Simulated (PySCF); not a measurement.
# AlH3: structure of the singlet

Aim: relax AlH3 as a singlet from a trigonal planar start, check by its vibrations whether the end is a minimum, and collect its spectrum and constants.

The runs use PySCF 2.14.0; PBE0, basis Al def2-TZVP, H def2-TZVP, no relativity, density fitting.

## Step 1: Starting geometry

4 atoms, charge 0, spin multiplicity 1.

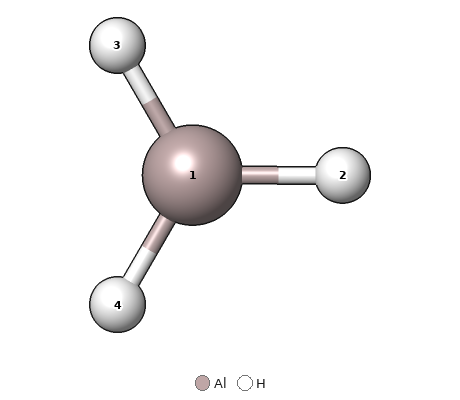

As it starts; aluminium light grey, hydrogen white; atoms are numbered from 1 in the order of the file.

Coordinates in bohr (charge 0 multiplicity 1):
```
Al    0.0000    0.0000    0.0000
H     2.9858    0.0000    0.0000
H    -1.4929    2.5857    0.0000
H    -1.4929   -2.5857    0.0000
```

## Step 2: First SCF at the start

The steps below are one call of a driver around PySCF. For each, scf.py gives the equivalent set-up of the SCF; relaxations use the driver's own optimiser. After this first run the driver tries any further starts and a stability analysis.

Input file scf.py:

```python
from pyscf import gto, scf, dft
mol = gto.M(atom='''
Al     0.000000     0.000000     0.000000
H      1.580000     0.000000     0.000000
H     -0.790000     1.368300     0.000000
H     -0.790000    -1.368300     0.000000''',
    basis={'Al': 'def2-TZVP', 'H': 'def2-TZVP'},
    charge=0, spin=0)
mf = dft.RKS(mol, xc='PBE0')
mf.grids.atom_grid = (50, 194)
aux = {'Al': 'def2-universal-JKFIT', 'H': 'def2-universal-JKFIT'}
mf = mf.density_fit(auxbasis=aux)
mf.conv_tol = 1e-08
mf.diis_space = 10
mf.max_cycle = 60
mf.init_guess = 'minao'
mf.verbose = 4
mf.kernel()
```

The run is started by

```sh
> OMP_NUM_THREADS=2 python axn.py task.json out
```

Log:

```text
init E= -243.808775223154
  HOMO = -0.328797478786087  LUMO = -0.0877515807668665  gap/eV = 6.55919
cycle= 1 E= -244.072713926983  delta_E= -0.264  |g|= 0.146  |ddm|= 1.33
  HOMO = -0.308521612767183  LUMO = -0.066935430590636  gap/eV = 6.57389
cycle= 2 E= -244.078011312857  delta_E= -0.0053  |g|= 0.0666  |ddm|= 0.191
  HOMO = -0.313228128548904  LUMO = -0.0629699017168619  gap/eV = 6.80987
cycle= 3 E= -244.078724345508  delta_E= -0.000713  |g|= 0.0105  |ddm|= 0.0608
  HOMO = -0.315606458690436  LUMO = -0.0639825597717376  gap/eV = 6.84704
cycle= 4 E= -244.078734679878  delta_E= -1.03e-05  |g|= 0.00113  |ddm|= 0.00497
  HOMO = -0.315509062600429  LUMO = -0.0640605881674219  gap/eV = 6.84226
cycle= 5 E= -244.078735130464  delta_E= -4.51e-07  |g|= 0.000124  |ddm|= 0.00175
  HOMO = -0.315437746598077  LUMO = -0.0640010539125182  gap/eV = 6.84194
cycle= 6 E= -244.078735137209  delta_E= -6.75e-09  |g|= 9.54e-06  |ddm|= 0.00024
  HOMO = -0.315441612931309  LUMO = -0.0640048331370995  gap/eV = 6.84194
Extra cycle  E= -244.078735137236  delta_E= -2.67e-11  |g|= 5.11e-06  |ddm|= 2.25e-05
converged SCF energy = -244.078735137236
```

This step, with its further starts and checks, needed 0.8 s of wall time on 2 threads of Arm Neoverse V2, shared host.

No lower closed-shell solution turned up in the test of internal stability.

## Step 3: Relaxation: trigonal planar start, singlet

The program finds D3h symmetry in the start, which this walk keeps. The walk stops when the largest gradient is under 0.0003 Eh/bohr and the energy has settled too.

Changes to scf.py since step 2:

```diff
@@ -3,4 +3,4 @@
-Al     0.000000     0.000000     0.000000
-H      1.580000     0.000000     0.000000
-H     -0.790000     1.368300     0.000000
-H     -0.790000    -1.368300     0.000000''',
+Al    -0.000000    -0.000000     0.000000
+H      1.579988    -0.000000     0.000000
+H     -0.789994     1.368310     0.000000
+H     -0.789994    -1.368310     0.000000''',
@@ -16 +15,0 @@
-mf.init_guess = 'minao'
```

The optimiser's trace:

```
step  energy (Eh)  change (kJ/mol)  largest symmetric gradient (Eh/bohr)
   0  -244.078735             0.00                               0.00161
   1  -244.078759            -0.06                               0.00058
   2  -244.078762            -0.07                               0.00001
```

The walk took 0.8 s.

After 2 steps and 0.1 kJ/mol it ends at D3h: Al–H 1.586 Å (×3); H–Al–H 120.0° (×3).

## Step 4: Is it a minimum? Harmonic modes

On the finer grid the gradient is checked again; gradients at displacements of ±0.02 bohr then give force constants and infrared intensities.

Changes to scf.py since step 3:

```diff
@@ -4,3 +4,3 @@
-H      1.579988    -0.000000     0.000000
-H     -0.789994     1.368310     0.000000
-H     -0.789994    -1.368310     0.000000''',
+H      1.585916     0.000000     0.000000
+H     -0.792958     1.373444     0.000000
+H     -0.792958    -1.373444     0.000000''',
@@ -10 +10 @@
-mf.grids.atom_grid = (50, 194)
+mf.grids.atom_grid = (75, 302)
@@ -13 +13 @@
-mf.conv_tol = 1e-08
+mf.conv_tol = 1e-10
```

The driver hands on the density of the step before, so the log starts near convergence.

Log of the central SCF (cycles and frontier levels):

```text
init E= -244.078748597985
  HOMO = -0.315170550253375  LUMO = -0.0642426246528753  gap/eV = 6.82810
cycle= 1 E= -244.078748597984  delta_E= 6.25e-13  |g|= 2.08e-06  |ddm|= 2.38e-06
  HOMO = -0.315170463821583  LUMO = -0.0642424556370038  gap/eV = 6.82810
Extra cycle  E= -244.078748597985  delta_E= -6.25e-13  |g|= 1.18e-06  |ddm|= 1.36e-06
converged SCF energy = -244.078748597985
```

The whole step took 3.9 s.

Geometry: D3h; Al–H 1.586 Å (×3); H–Al–H 120.0° (×3).

Modes, for the most abundant isotopes:

| symmetry | ω (cm⁻¹) | IR (km/mol) |
| --- | --- | --- |
| a2'' | 703 | 327 |
| e' | 788 | 424 |
| a1' | 1925 | 0.0 |
| e' | 1934 | 519 |

All wavenumbers are real: a minimum.

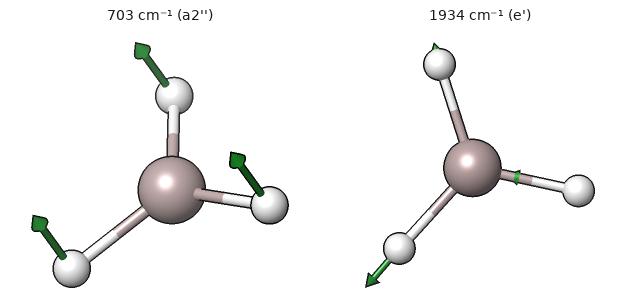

Displacements of 2 of the modes, as arrows (one member where a mode is degenerate).

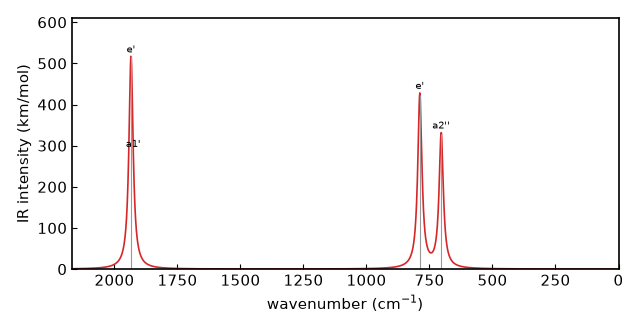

The harmonic infrared spectrum (widths in cm⁻¹). Lines are broadened to a width of 20 cm⁻¹ (Lorentzian).

Constants and moments:

* Dipole moment: 0.00 D
* Highest occupied level: -8.58 eV
* Lowest empty level: -1.75 eV
* Rotational constants: 4.434, 4.434, 2.217 cm⁻¹
* Zero-point energy: 48.3 kJ/mol
* Principal polarisabilities: 25.2, 32.3, 32.3 bohr³
* Atomisation energy without zero-point energy: 858 kJ/mol
* Principal traceless quadrupole moments about the centre of mass: -3.27, -3.27, 6.53 D Å
* Entropy at 298.15 K and 1 bar: 207.5 J/(mol K)
* Heat capacity Cp at 298.15 K: 42.5 J/(mol K)
* Enthalpy at 298.15 K above 0 K: 10.64 kJ/mol
* Rotational symmetry number: 6

Populations by atom (charges in e):

| atom | Mulliken | Löwdin | polar tensor | Mayer order to Al1 |
| --- | --- | --- | --- | --- |
| Al1 | 0.31 | 0.37 | 1.08 | – |
| H2,3,4 | -0.10 | -0.12 | -0.36 | 0.94 |

Outer orbital energies (eV). occupied: -1527.88, -113.77, -73.92, -73.67, -73.67, -11.79, -8.58, -8.58; empty: -1.75, 1.22, 1.53, 1.53.

Mulliken populations on Al1: s 5.17, p 7.35, d 0.15, f 0.02.

## Step 5: What came out

| quantity | value |
| --- | --- |
| minimum | singlet, D3h |
| geometry | Al–H 1.586 Å (×3); H–Al–H 120.0° (×3) |
| wavenumbers (cm⁻¹) | 703 (a2''), 788 (e'), 1925 (a1'), 1934 (e') |
| dipole moment | 0.00 D |
| highest occupied, lowest empty level | -8.58, -1.75 eV |
| polar-tensor charge of Al1 | +1.08 e |
| zero-point energy | 48.3 kJ/mol |
| entropy at 298.15 K | 207.5 J/(mol K) |
| atomisation energy (no zero-point energy) | 858 kJ/mol |

What this shows: The trigonal planar start keeps its D3h symmetry and ends in a minimum. The strongest infrared band lies at 1934 cm⁻¹ (e', stretch). The dipole vanishes although Al1 carries +1.1 e by the polar tensor: the bond dipoles cancel. Other starts or spin states, not run here, may lie lower.

The search up to here took 5.7 s.
